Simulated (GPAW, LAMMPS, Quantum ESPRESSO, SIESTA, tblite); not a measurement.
## Amorphous Si0.8Ge0.2 (141 atoms): runs against a plane-wave reference

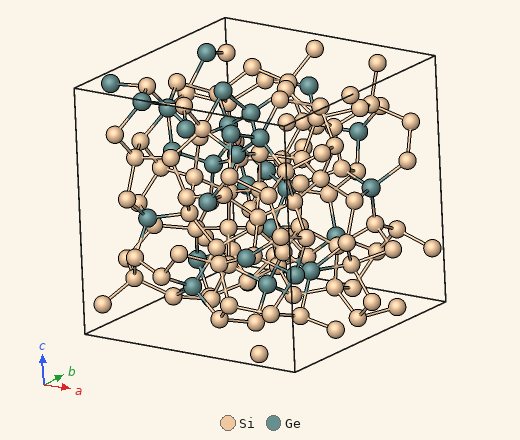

The cell (silicon light orange, germanium teal). Bonds to atoms that aren't drawn are left out. Some periodic images of atoms are drawn too.

Density of this cell: 2.91 g/cm³. The cell holds 141 atoms: 113 Si and 28 Ge. Cell: a = 14.380 Å, b = 14.380 Å, c = 14.380 Å, α = 90.0°, β = 90.0°, γ = 90.0°. 141 atoms (113 Si, 28 Ge) placed at random at 2.91 g/cm³, melted at 3500 K for 10 ps at fixed volume with the Tersoff potential (Tersoff, Phys. Rev. B 39, 5566 (1989)). Quenched from 3500 K to 300 K at 10 K/ps and fixed volume, held 5 ps, then minimised at fixed cell.

Geometry: as built.

The reference, a calculation:

* method: Kohn-Sham DFT, PBE, SSSP efficiency 1.3.0 pseudopotentials, plane waves (Quantum ESPRESSO 7.5); sssp-pbe-1.3.0-efficiency, cutoffs 45/360 Ry, Γ point
* r.m.s. force component: 0.2126 eV/Å
* longest force: 0.8812 eV/Å
* pressure: -0.959 GPa
* time: 15 min on 4 MPI ranks of Arm Neoverse V1, shared host
* CPU time: 59 min

**Question.** The same geometry is run in other programs. How far does each lie from the reference, and what does it cost?
- SIESTA VV10, PBE potentials, DZP, shift 0.01 Ry, mesh 300 Ry (SIESTA 5.4.2; 4 MPI ranks)
- GPAW PBE, LCAO dzp, h 0.25 Å (GPAW 26.7.0; 2 MPI ranks)
- SIESTA PBE, TZP, shift 0.01 Ry, mesh 300 Ry (SIESTA 5.4.2; 4 MPI ranks)
- SIESTA PBE, DZP, shift 0.01 Ry, mesh 700 Ry (SIESTA 5.4.2; 4 MPI ranks)
- QE PBE, gbrv-1.5, 40/200 Ry (Quantum ESPRESSO 7.5; 4 MPI ranks)
- GPAW PBE, LCAO dzp, h 0.2 Å, other mixer settings (GPAW 26.7.0; 4 MPI ranks)
- SIESTA PBE, SZP, shift 0.01 Ry, mesh 300 Ry (SIESTA 5.4.2; 2 MPI ranks)
- GPAW revPBE, LCAO dzp, h 0.2 Å (GPAW 26.7.0; 2 MPI ranks)
- QE PBE, sssp-1.3.0-efficiency, 45/360 Ry, rmm-davidson (Quantum ESPRESSO 7.5; 4 MPI ranks)
- tblite GFN1-xTB (tblite 0.8.0; 1 thread)

Differences are against the plane-wave reference, forces as r.m.s. over components; share is that over the reference's r.m.s. force, slope the least-squares factor from reference forces to these. Total energies of different programs have different zeros and aren't compared.

```tsv
run	Δ force, r.m.s. (meV/Å)	share (%)	slope	Δ pressure (GPa)	cores	CPU time	memory (GiB)
reference	-	-	-	-	4	59 min	12
SIESTA VV10, PBE potentials, DZP, shift 0.01 Ry, mesh 300 Ry	85.7	40.3	1.084	1.73	4	34 min	4.6
GPAW PBE, LCAO dzp, h 0.25 Å (coarse)	38.3	18.0	1.046	-	2	11 min	2.1
SIESTA PBE, TZP, shift 0.01 Ry, mesh 300 Ry	58.9	27.7	1.044	0.571	4	24 min	4.0
SIESTA PBE, DZP, shift 0.01 Ry, mesh 700 Ry	66.5	31.3	1.066	0.566	4	52 min	9.3
QE PBE, gbrv-1.5, 40/200 Ry	2.33	1.09	1.003	-0.02	4	45 min	6.1
GPAW PBE, LCAO dzp, h 0.2 Å, other mixer settings	32.1	15.1	1.043	-	4	22 min	4.3
SIESTA PBE, SZP, shift 0.01 Ry, mesh 300 Ry (coarse)	165	77.6	1.051	4.37	2	10 min	2.4
GPAW revPBE, LCAO dzp, h 0.2 Å	40.0	18.8	1.056	-	2	18 min	3.3
QE PBE, sssp-1.3.0-efficiency, 45/360 Ry, rmm-davidson	0.947	0.446	1.000	3.0e-4	4	57 min	12
tblite GFN1-xTB	185	87.2	0.694	5.74	1	35 s	0.3
```

Rows marked coarse were listed beforehand as settings not expected to be converged; some can still land near the reference.

CPU time is summed over cores on a shared host, where runs went side by side, so it is rough. Symmetry, cutoffs, thresholds, outputs and thread counts weren't matched or tuned between programs; memory under MPI is the largest rank's times the ranks.

PBE on plane waves or a grid with other potentials, cutoffs or grids, coarse settings apart, differs from the reference by 1.1 % (QE PBE, gbrv-1.5, 40/200 Ry) of the r.m.s. force; this holds the reference's own error, so differences of a few per cent don't tell which side is nearer the exact PBE result. With the reference's own potentials and cutoffs, another solver or threshold moves forces by 0.45 % (QE PBE, sssp-1.3.0-efficiency, 45/360 Ry, rmm-davidson). The PBE runs in local orbitals, coarse settings apart, differ by 15 % (GPAW PBE, LCAO dzp, h 0.2 Å, other mixer settings) to 31 % (SIESTA PBE, DZP, shift 0.01 Ry, mesh 700 Ry); basis, grid and potentials can all enter. Tight binding differs by 87 % (tblite GFN1-xTB); it is another model, with fitted parameters of its own, and the xTB methods hold dispersion. Periodic xTB results under one method name differ between programs and library versions. The network of bonds at the start is that of the classical potential that made the cell, and needn't be the one that DFT or experiment would give. The electronic-structure runs sample only Γ, in a cell whose shortest periodic width is 14 Å, which is coarse for a cell with partly filled levels.

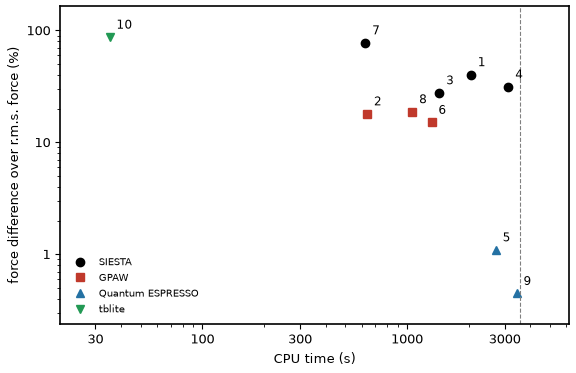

Force difference against CPU time; the dashed line marks the reference's time. Points: 1 SIESTA VV10, PBE potentials, DZP, shift 0.01 Ry, mesh 300 Ry; 2 GPAW PBE, LCAO dzp, h 0.25 Å; 3 SIESTA PBE, TZP, shift 0.01 Ry, mesh 300 Ry; 4 SIESTA PBE, DZP, shift 0.01 Ry, mesh 700 Ry; 5 QE PBE, gbrv-1.5, 40/200 Ry; 6 GPAW PBE, LCAO dzp, h 0.2 Å, other mixer settings; 7 SIESTA PBE, SZP, shift 0.01 Ry, mesh 300 Ry; 8 GPAW revPBE, LCAO dzp, h 0.2 Å; 9 QE PBE, sssp-1.3.0-efficiency, 45/360 Ry, rmm-davidson; 10 tblite GFN1-xTB.

[Logs are printed without paths, hosts, clocks, repeated set-up lines and the standing remarks that a program may print on its own settings, such as how far it seeks lower states.]

[Hosts, paths, dates, database ids (printed as entryN), source tags and the programs' standing remarks are cut or masked in the printed files.]
